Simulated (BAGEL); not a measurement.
# GeSiH6 (SMILES [SiH3][GeH3]), step by step

Wanted: a single-point energy (HF/def2-SVP), then a single-point energy (NEVPT2(2,2)/def2-SVP), then the energy (CASPT2(2,2)/def2-SVP) of GeSiH6. 

The calculation is run with BAGEL 1.2.2.

2 further runs of the same task are left out: 2 set aside as unsound or not needed.

**1. The molecule**

GeSiH6 has 8 atoms, charge 0, and is taken as a singlet. SMILES: `[SiH3][GeH3]`. One bond was lengthened or shortened from a relaxed shape.

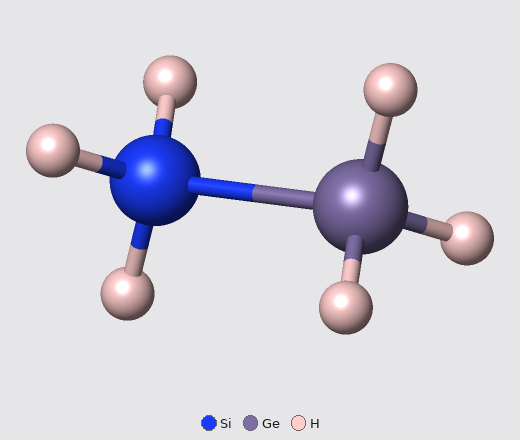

Viewed from a chosen angle; silicon blue, germanium purple, hydrogen pink.

**2. The energy at HF/def2-SVP (density fitting with svp-jkfit) (run 1)**

File calc.json:

```json
{ "bagel": [

{
  "title": "molecule",
  "basis": "svp",
  "df_basis": "svp-jkfit",
  "angstrom": "true",
  "geometry": [
    { "atom": "Si", "xyz": [      -0.673670,       0.503553,      -1.308359 ] },
    { "atom": "Ge", "xyz": [       0.529700,      -0.393800,       0.977400 ] },
    { "atom": "H", "xyz": [      -2.051870,       0.974253,      -1.009059 ] },
    { "atom": "H", "xyz": [      -0.747770,      -0.591347,      -2.311459 ] },
    { "atom": "H", "xyz": [       0.103830,       1.631553,      -1.885559 ] },
    { "atom": "H", "xyz": [       0.619100,       0.733600,       2.019400 ] },
    { "atom": "H", "xyz": [       1.954300,      -0.890500,       0.679100 ] },
    { "atom": "H", "xyz": [      -0.269300,      -1.556200,       1.590100 ] }
  ]
},

{
  "title": "hf"
},

{
  "title": "print",
  "file": "orbitals.molden",
  "orbitals": "true"
}

]}
```

Started as:

```bash
BAGEL_NUM_THREADS=1 BAGEL calc.json > calc.out
```

Output:

```text
* using 1 threads per process

  ===============================================================
  ===============================================================

  *** Geometry ***

  { "atom" : "Si", "xyz" : [     -1.273052,      0.951577,     -2.472440 ] },
  { "atom" : "Ge", "xyz" : [      1.000988,     -0.744174,      1.847018 ] },
  { "atom" : "H", "xyz" : [     -3.877472,      1.841071,     -1.906845 ] },
  { "atom" : "H", "xyz" : [     -1.413081,     -1.117484,     -4.368024 ] },
  { "atom" : "H", "xyz" : [      0.196210,      3.083188,     -3.563190 ] },
  { "atom" : "H", "xyz" : [      1.169929,      1.386303,      3.816113 ] },
  { "atom" : "H", "xyz" : [      3.693092,     -1.682801,      1.283313 ] },
  { "atom" : "H", "xyz" : [     -0.508903,     -2.940792,      3.004854 ] },

  Number of auxiliary basis functions:      502

  Since a DF basis is specified, we compute 2- and 3-index integrals:
    o Being stored without compression. Storage requirement is 0.026 GB

  Number of basis functions:       80
  Number of electrons      :       52

    * METHOD: MOLECULE                             0.24

  *** RHF ***

  === Nuclear Repulsion ===
   157.6804056378

      * DIIS with orbital gradients will be used.

  === RHF iteration (svp) ===
      0      -2367.36777451          0.00695958           0.07
      1      -2367.40611106          0.00198915           0.07
      2      -2367.40950080          0.00045433           0.07
      3      -2367.40961123          0.00010831           0.07
      4      -2367.40961772          0.00003264           0.07
      5      -2367.40961849          0.00000365           0.07
      6      -2367.40961851          0.00000069           0.07
      7      -2367.40961851          0.00000009           0.07
      8      -2367.40961851          0.00000002           0.07
      9      -2367.40961851          0.00000000           0.07
    * SCF iteration converged.

    * Permanent dipole moment:
           (    0.016951,    -0.012290,     0.032083) a.u.

    * METHOD: HF                                   0.87

    * METHOD: PRINT                                0.02

  ===============================================================
```

It took 1.3 s on 1 thread of Arm Neoverse V1, shared host; peak memory 0.15 GiB.

**3. The energy at NEVPT2(2,2)/def2-SVP (density fitting with svp-jkfit) (run 2)**

File input.json:

```json
{ "bagel" : [

{
  "title" : "molecule",
  "basis" : "svp",
  "df_basis" : "svp-jkfit",
  "angstrom" : true,
  "geometry" : [
    { "atom" : "Si", "xyz" : [      -0.673670,       0.503553,      -1.308359 ] },
    { "atom" : "Ge", "xyz" : [       0.529700,      -0.393800,       0.977400 ] },
    { "atom" : "H", "xyz" : [      -2.051870,       0.974253,      -1.009059 ] },
    { "atom" : "H", "xyz" : [      -0.747770,      -0.591347,      -2.311459 ] },
    { "atom" : "H", "xyz" : [       0.103830,       1.631553,      -1.885559 ] },
    { "atom" : "H", "xyz" : [       0.619100,       0.733600,       2.019400 ] },
    { "atom" : "H", "xyz" : [       1.954300,      -0.890500,       0.679100 ] },
    { "atom" : "H", "xyz" : [      -0.269300,      -1.556200,       1.590100 ] }
  ]
},

{ "title" : "hf" },

{ "title" : "casscf", "nstate" : 1, "nact" : 2, "nclosed" : 25, "active" : [26, 27], "maxiter" : 200, "natocc" : true },

{ "title" : "nevpt2", "nstate" : 1, "nact" : 2, "nclosed" : 25, "active" : [26, 27], "maxiter" : 200, "natocc" : true, "ncore" : 14 },

{ "title" : "print", "file" : "orbitals.molden", "orbitals" : true }

]}
```

Started as:

```bash
BAGEL_NUM_THREADS=1 BAGEL input.json > input.out
```

Output:

```text
* using 1 threads per process

  ===============================================================
  ===============================================================

  *** Geometry ***

  { "atom" : "Si", "xyz" : [     -1.273052,      0.951577,     -2.472440 ] },
  { "atom" : "Ge", "xyz" : [      1.000988,     -0.744174,      1.847018 ] },
  { "atom" : "H", "xyz" : [     -3.877472,      1.841071,     -1.906845 ] },
  { "atom" : "H", "xyz" : [     -1.413081,     -1.117484,     -4.368024 ] },
  { "atom" : "H", "xyz" : [      0.196210,      3.083188,     -3.563190 ] },
  { "atom" : "H", "xyz" : [      1.169929,      1.386303,      3.816113 ] },
  { "atom" : "H", "xyz" : [      3.693092,     -1.682801,      1.283313 ] },
  { "atom" : "H", "xyz" : [     -0.508903,     -2.940792,      3.004854 ] },

  Number of auxiliary basis functions:      502

  Since a DF basis is specified, we compute 2- and 3-index integrals:
    o Being stored without compression. Storage requirement is 0.026 GB

  Number of basis functions:       80
  Number of electrons      :       52

    * METHOD: MOLECULE                             0.24

  *** RHF ***

  === Nuclear Repulsion ===
   157.6804056378

      * DIIS with orbital gradients will be used.

  === RHF iteration (svp) ===
      0      -2367.36777451          0.00695958           0.07
      1      -2367.40611106          0.00198915           0.07
      2      -2367.40950080          0.00045433           0.07
      3      -2367.40961123          0.00010831           0.07
      4      -2367.40961772          0.00003264           0.07
      5      -2367.40961849          0.00000365           0.07
      6      -2367.40961851          0.00000069           0.07
      7      -2367.40961851          0.00000009           0.07
      8      -2367.40961851          0.00000002           0.07
      9      -2367.40961851          0.00000000           0.07
    * SCF iteration converged.

    * Permanent dipole moment:
           (    0.016951,    -0.012290,     0.032083) a.u.

    * METHOD: HF                                   0.88

  ---------------------------
      CASSCF calculation
  ---------------------------

    ==== Active orbitals : =====
         Orbital 26
         Orbital 27
    ============================

    * nstate   :      1
    * nclosed  :     25
    * nact     :      2
    * nvirt    :     53
  === CASSCF iteration (svp) ===

    * Using the second-order algorithm

      0  0     -2367.41432068     6.24e-04      0.02

      1  0     -2367.42020720     5.08e-04      0.33

      2  0     -2367.42262726     1.87e-04      0.30

      3  0     -2367.42278894     4.38e-05      0.33

      4  0     -2367.42279384     8.03e-06      0.31

      5  0     -2367.42279394     1.55e-06      0.30

      6  0     -2367.42279394     3.56e-07      0.29

      7  0     -2367.42279394     8.87e-08      0.30

      8  0     -2367.42279394     2.24e-08      0.28

      9  0     -2367.42279395     5.68e-09      0.27

    * Second-order optimization converged. *

     guess   0:   closed 1.                   open ..

  === FCI iteration ===

      0  0     -2367.40937601     4.97e-02      0.00
      1  0     -2367.42278677     9.10e-04      0.00
      2  0 *   -2367.42279394     7.15e-16      0.00

     * ci vector, state   0, <S^2> = 0.0000
       2.     0.9910046199
       .2    -0.1338276625

    * METHOD: CASSCF                               2.90

    * freezing 14 orbitals

  === DF-NEVPT2 calculation ===

    * 3-index integral transformation done
    * assembly done

      NEVPT2 correlation energy:   -0.3304764454      0.13

          (+0)     -0.2798633344
          (+0)'    -0.0108059932
          (+1)     -0.0076818883
          (+1)'    -0.0000000000
          (+2)     -0.0004273802
          (-1)     -0.0261759821
          (-1)'     0.0000000000
          (-2)     -0.0055218672

      NEVPT2 total energy:       -2367.7532703904

    * METHOD: NEVPT2                               0.25

    * METHOD: PRINT                                0.02

  ===============================================================
```

Wall time 4.5 s (1 thread of Arm Neoverse V1, shared host); peak memory 0.15 GiB.

**4. The energy at CASPT2(2,2)/def2-SVP (density fitting with svp-jkfit) (run 3)**

File caspt2.json:

```json
{ "bagel": [

{
  "title": "molecule",
  "basis": "svp",
  "df_basis": "svp-jkfit",
  "angstrom": true,
  "geometry": [
    { "atom": "Si", "xyz": [   -0.673670,    0.503553,   -1.308359 ] },
    { "atom": "Ge", "xyz": [    0.529700,   -0.393800,    0.977400 ] },
    { "atom": "H", "xyz": [   -2.051870,    0.974253,   -1.009059 ] },
    { "atom": "H", "xyz": [   -0.747770,   -0.591347,   -2.311459 ] },
    { "atom": "H", "xyz": [    0.103830,    1.631553,   -1.885559 ] },
    { "atom": "H", "xyz": [    0.619100,    0.733600,    2.019400 ] },
    { "atom": "H", "xyz": [    1.954300,   -0.890500,    0.679100 ] },
    { "atom": "H", "xyz": [   -0.269300,   -1.556200,    1.590100 ] }
  ]
},
{
  "title": "hf",
  "charge": 0
},
{
  "title": "casscf",
  "nstate": 1,
  "nact": 2,
  "nclosed": 25,
  "charge": 0,
  "active": [26, 27],
  "maxiter": 200,
  "natocc": true
},
{
  "title": "print",
  "file": "orbitals.molden",
  "orbitals": true
},
{
  "title": "smith",
  "method": "caspt2",
  "ms": true,
  "xms": true,
  "sssr": true,
  "shift": 0.2,
  "shift_imag": true,
  "ncore": 14
}

]}
```

Started as:

```bash
BAGEL_NUM_THREADS=1 BAGEL caspt2.json > caspt2.out
```

Output:

```text
* using 1 threads per process

  ===============================================================
  ===============================================================

  *** Geometry ***

  { "atom" : "Si", "xyz" : [     -1.273052,      0.951577,     -2.472440 ] },
  { "atom" : "Ge", "xyz" : [      1.000988,     -0.744174,      1.847018 ] },
  { "atom" : "H", "xyz" : [     -3.877472,      1.841071,     -1.906845 ] },
  { "atom" : "H", "xyz" : [     -1.413081,     -1.117484,     -4.368024 ] },
  { "atom" : "H", "xyz" : [      0.196210,      3.083188,     -3.563190 ] },
  { "atom" : "H", "xyz" : [      1.169929,      1.386303,      3.816113 ] },
  { "atom" : "H", "xyz" : [      3.693092,     -1.682801,      1.283313 ] },
  { "atom" : "H", "xyz" : [     -0.508903,     -2.940792,      3.004854 ] },

  Number of auxiliary basis functions:      502

  Since a DF basis is specified, we compute 2- and 3-index integrals:
    o Being stored without compression. Storage requirement is 0.026 GB

  Number of basis functions:       80
  Number of electrons      :       52

    * METHOD: MOLECULE                             0.24

  *** RHF ***

  === Nuclear Repulsion ===
   157.6804056378

      * DIIS with orbital gradients will be used.

  === RHF iteration (svp) ===
      0      -2367.36777451          0.00695958           0.07
      1      -2367.40611106          0.00198915           0.07
      2      -2367.40950080          0.00045433           0.07
      3      -2367.40961123          0.00010831           0.07
      4      -2367.40961772          0.00003264           0.07
      5      -2367.40961849          0.00000365           0.07
      6      -2367.40961851          0.00000069           0.07
      7      -2367.40961851          0.00000009           0.07
      8      -2367.40961851          0.00000002           0.07
      9      -2367.40961851          0.00000000           0.07
    * SCF iteration converged.

    * Permanent dipole moment:
           (    0.016951,    -0.012290,     0.032083) a.u.

    * METHOD: HF                                   0.88

  ---------------------------
      CASSCF calculation
  ---------------------------

    ==== Active orbitals : =====
         Orbital 26
         Orbital 27
    ============================

    * nstate   :      1
    * nclosed  :     25
    * nact     :      2
    * nvirt    :     53
  === CASSCF iteration (svp) ===

    * Using the second-order algorithm

      0  0     -2367.41432068     6.24e-04      0.02

      1  0     -2367.42020720     5.08e-04      0.33

      2  0     -2367.42262726     1.87e-04      0.29

      3  0     -2367.42278894     4.38e-05      0.33

      4  0     -2367.42279384     8.03e-06      0.32

      5  0     -2367.42279394     1.55e-06      0.31

      6  0     -2367.42279394     3.56e-07      0.30

      7  0     -2367.42279394     8.87e-08      0.31

      8  0     -2367.42279394     2.24e-08      0.28

      9  0     -2367.42279395     5.68e-09      0.27

    * Second-order optimization converged. *

     guess   0:   closed 1.                   open ..

  === FCI iteration ===

      0  0     -2367.40937601     4.97e-02      0.00
      1  0     -2367.42278677     9.10e-04      0.00
      2  0 *   -2367.42279394     7.15e-16      0.00

     * ci vector, state   0, <S^2> = 0.0000
       2.     0.9910046199
       .2    -0.1338276625

    * METHOD: CASSCF                               2.92

    * METHOD: PRINT                                0.02

  === SMITH program ===

    * freezing 14 orbitals

    * Approximate memory requirement for SMITH calulation per MPI process:
      o Storage requirement for T-amplitude, lambda, and residual is 0.01 GB
      o Storage requirement for MO integrals is 0.00 GB
    * Calculating and saving rdm4f

    * Zeroth order energy : state  0       -0.7834738253

    * CASPT2 iteration is performed using orthogonal basis

      -------------------------------------------  CASPT2 iteration  ---------------------------------------------------
       #      aibj      arbs      arbi      airj      risj      airs      arst      rist         Etot      error   time
      ------------------------------------------------------------------------------------------------------------------

       0  -0.27936  -0.00690  -0.02656  -0.00810  -0.00057  -0.00925  -0.00000  -0.00000   -0.3307361  0.0012313   0.07
       1  -0.27953  -0.00699  -0.02669  -0.00823  -0.00061  -0.00943  -0.00000  -0.00000   -0.3314729  0.0001933   0.06
       2  -0.27954  -0.00699  -0.02670  -0.00823  -0.00061  -0.00943  -0.00000  -0.00000   -0.3314930  0.0000402   0.06
       3  -0.27954  -0.00699  -0.02670  -0.00823  -0.00061  -0.00943  -0.00000  -0.00000   -0.3314937  0.0000086   0.06
       4  -0.27954  -0.00699  -0.02670  -0.00823  -0.00061  -0.00943  -0.00000  -0.00000   -0.3314937  0.0000016   0.07
       5  -0.27954  -0.00699  -0.02670  -0.00823  -0.00061  -0.00943  -0.00000  -0.00000   -0.3314937  0.0000002   0.07

      ------------------------------------------------------------------------------------------------------------------

    * CASPT2 energy : state  0    -2367.7562145368
        w/o shift correction      -2367.7542876941
        reference weight              0.9027011026

    * METHOD: SMITH                                0.60

  ===============================================================
```

Wall time 4.8 s (1 thread of Arm Neoverse V1, shared host); peak memory 0.16 GiB.

**5. Results**

| quantity | value |
| --- | --- |
| run 1, HF/def2-SVP: total energy | -2367.40962 Eh |
| run 1, HF/def2-SVP: dipole moment | 0.10 D |
| run 1, HF/def2-SVP: HOMO energy | -10.01 eV |
| run 1, HF/def2-SVP: LUMO energy | 2.98 eV |
| run 1, HF/def2-SVP: HOMO–LUMO gap | 13.00 eV |
| run 2, NEVPT2(2,2)/def2-SVP: total energy | -2367.75327 Eh |
| run 3, CASPT2(2,2)/def2-SVP: total energy | -2367.75621 Eh |
